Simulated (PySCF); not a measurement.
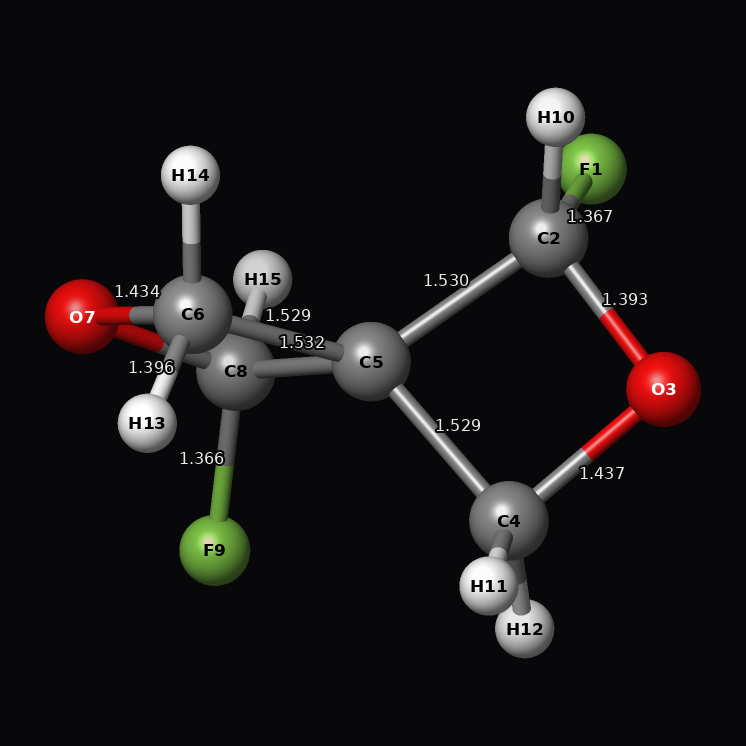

Bond lengths are marked in Å; every bond is drawn as one stick. The computed structure is the end point of a GFN2-xTB optimisation. No frequency run is at hand to confirm it as a minimum.

Question: Which of the marked bonds are single, double, triple or aromatic?

Answer: F1–C2 single; C2–O3 single; C2–C5 single; O3–C4 single; C4–C5 single; C5–C6 single; C5–C8 single; C6–O7 single; O7–C8 single; C8–F9 single.

Question: Give the structure as SMILES.

Answer: F[C@@H]1OC[C@@]12CO[C@@H]2F
